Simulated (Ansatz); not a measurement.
The starting structures come from a database of crystals and need not be the phases stable at ambient conditions.

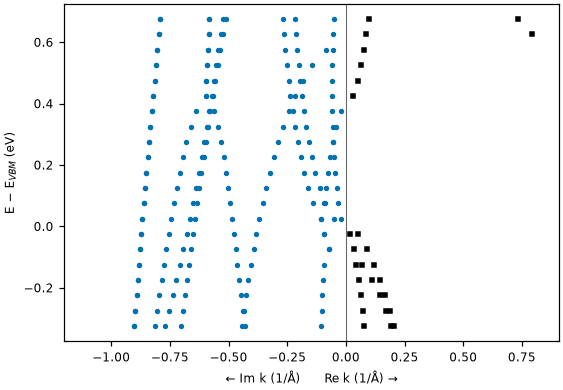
Figure. Complex bands at the centre of the two-dimensional zone; Ansatz (a program for electronic structure) with PBEsol

No gap correction and no spin-orbit coupling; mid-gap values are interpolated between computed energies.

Question: This is Ca(ZnAs)₂ (P-3m1, not sure to be the ambient phase, 5 atoms a cell, 20.9 Å³ an atom, -2 GPa at this level) along the normal of (100). Read off the slowest decay at the centre of the two-dimensional zone at 0.17 eV, the computed energy nearest the middle of the gap.

Answer: κ ≈ 0.05 1/Å, a decay length 1/(2κ) of the density of 11 Å.
